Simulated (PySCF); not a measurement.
**UCCSD(T)/STO-6G run of BH2Cl− (SMILES [BH2-]Cl)**

What is the vertical doublet–quartet gap of BH2Cl− at UCCSD(T)/STO-6G? Input form: a Python script.

The results are computed with PySCF 2.14.0.

10 further runs of the same task are left out: 1 that didn't finish, 9 set aside as unsound or not needed.

## (1) The molecule

BH2Cl−: 4 atoms, total charge -1, spin state doublet. As SMILES, `[BH2-]Cl`. The shape is that of a GFN2-xTB optimisation.

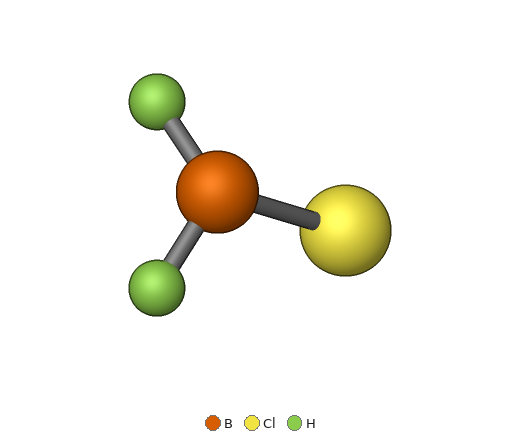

Viewed from a chosen angle; boron orange, chlorine yellow, hydrogen green.

## (2) A single-point energy at UCCSD(T)/STO-6G

The input, run.py:

```python
# [BH2-]Cl
from pyscf import gto, cc

system = gto.M(
    atom='''
B       -0.072740      -0.194320      -0.337270
Cl       1.390160       0.062360       0.884750
H       -0.963970      -0.752550       0.264630
H       -0.353460       0.884500      -0.812110
''',
    max_memory=1860,
    basis='sto-6g',
    verbose=3,
    charge=-1,
    spin=1,
)

calc0 = system.UHF()
calc0.conv_tol = 1e-10
calc0.kernel()
if not calc0.converged:
    calc0 = calc0.newton().run(calc0.mo_coeff, calc0.mo_occ)

mycc = cc.CCSD(calc0, frozen=6)
mycc.kernel()
e_t = mycc.ccsd_t()
e_final = mycc.e_tot + e_t
print(f'total energy: {e_final:.8f} hartree')
```

On the command line:

```console
OMP_NUM_THREADS=1 python run.py
```

Standard output:

```text
converged SCF energy = -483.655305644396  <S^2> = 0.75546173  2S+1 = 2.0054543
E(UCCSD) = -483.7014589188395  E_corr = -0.04615327444329259
UCCSD(T) correction = -0.000372856724256591
total energy: -483.70183178 hartree
```

It took 0.76 s on 1 thread of Arm Neoverse V2, shared host; peak memory 0.12 GiB.

## (3) The quartet

The input, calc.py:

```python
from pyscf import gto, scf, cc

mol = gto.M(
    atom='''
B     -0.072740    -0.194320    -0.337270
Cl     1.390160     0.062360     0.884750
H     -0.963970    -0.752550     0.264630
H     -0.353460     0.884500    -0.812110
''',
    verbose=3,
    charge=-1,
    max_memory=1860,
    basis='sto-6g',
    spin=3,
)

mf = scf.UHF(mol)
mf.conv_tol = 1e-10
mf.kernel()
if not mf.converged:
    mf = mf.newton().run(mf.mo_coeff, mf.mo_occ)

mycc = cc.CCSD(mf, frozen=6)
mycc.kernel()
e_t = mycc.ccsd_t()
energy = mycc.e_tot + e_t
print('E(%s) = %.9f' % ('CCSD(T)', energy))
```

On the command line:

```console
OMP_NUM_THREADS=1 python calc.py
```

Standard output:

```text
WARN: HOMO 0.32017277020114 >= LUMO -0.315428658447961

WARN: HOMO 0.395320374606889 >= LUMO 0.278322702109271

WARN: HOMO 0.349806029151446 >= LUMO 0.278253423226572

WARN: HOMO 0.352011113670461 >= LUMO 0.282684368692206

WARN: HOMO 0.350292781231688 >= LUMO 0.286196858635504

WARN: HOMO 0.352181836645897 >= LUMO 0.296324877240101

WARN: HOMO 0.351987308153949 >= LUMO 0.279772365936641

WARN: HOMO 0.353508268539054 >= LUMO 0.290678613256483

WARN: HOMO 0.353162094487099 >= LUMO 0.28859394346521

WARN: HOMO 0.35319850012247 >= LUMO 0.288838264634588

WARN: HOMO 0.353156390465642 >= LUMO 0.288679028669682

WARN: HOMO 0.353164201419407 >= LUMO 0.28869569421995

WARN: HOMO 0.35316106388967 >= LUMO 0.288677811208582

WARN: HOMO 0.353163974927508 >= LUMO 0.288688691666823

WARN: HOMO 0.353159196355384 >= LUMO 0.288685242917643

WARN: HOMO 0.353157535685852 >= LUMO 0.288685575312361

WARN: HOMO 0.353156381470019 >= LUMO 0.288682680826304

WARN: HOMO 0.353156151164052 >= LUMO 0.288684596971762

WARN: HOMO 0.353156199903162 >= LUMO 0.288682585541705

WARN: HOMO 0.353155897780112 >= LUMO 0.288685102303728

WARN: HOMO 0.353155524725846 >= LUMO 0.28868331932249

WARN: HOMO 0.353155658827484 >= LUMO 0.288683821781494

converged SCF energy = -483.21529286559  <S^2> = 3.7528328  2S+1 = 4.0014162
E(UCCSD) = -483.2569975188835  E_corr = -0.04170465329326908
UCCSD(T) correction = -0.000467982879788933
E(CCSD(T)) = -483.257465502
```

Wall time 0.8 s (1 thread of Arm Neoverse V2, shared host); peak memory 0.1 GiB.

## (4) Summary of results

At UCCSD(T)/STO-6G, 6 core orbitals frozen:

| quantity | value |
| --- | --- |
| doublet: total energy | -483.70183 Eh |
| doublet: HOMO energy (Hartree–Fock orbitals) (highest over α and β) | 1.30 eV |
| doublet: LUMO energy (Hartree–Fock orbitals) (lowest over α and β) | 17.54 eV |
| doublet: correlation energy (6 core orbitals frozen) | -46.5 mEh |
| doublet: (T) correction | -0.37 mEh |
| doublet: ⟨S²⟩ of the reference determinant | 0.755 |
| doublet: T1 diagnostic | 0.006 |
| quartet: total energy | -483.25747 Eh |
| quartet: HOMO energy (Hartree–Fock orbitals) (highest over α and β) | 9.61 eV |
| quartet: correlation energy (6 core orbitals frozen) | -42.2 mEh |
| quartet: (T) correction | -0.47 mEh |
| quartet: ⟨S²⟩ of the reference determinant | 3.753 |
| quartet: T1 diagnostic | 0.022 |
| vertical energy of the quartet above the doublet | 12.092 eV |

In words: At this shape the quartet lies 12.09 eV (1167 kJ/mol) above the doublet. For an anion a state so high probably lies above electron detachment. In a minimal basis such a difference can be off by several eV, whatever the method. Mulliken charges (doublet) of the mean-field density run from -0.56 on Cl2 to -0.05 on B1; they depend strongly on the basis. The triples (doublet) make up 0.8 % of the correlation energy. The HOMO (doublet) lies at positive energy, 1.30 eV: the electron is unbound at this level or held by a compact basis; values depend on the basis. The triples (quartet) make up 1.1 % of the correlation energy.
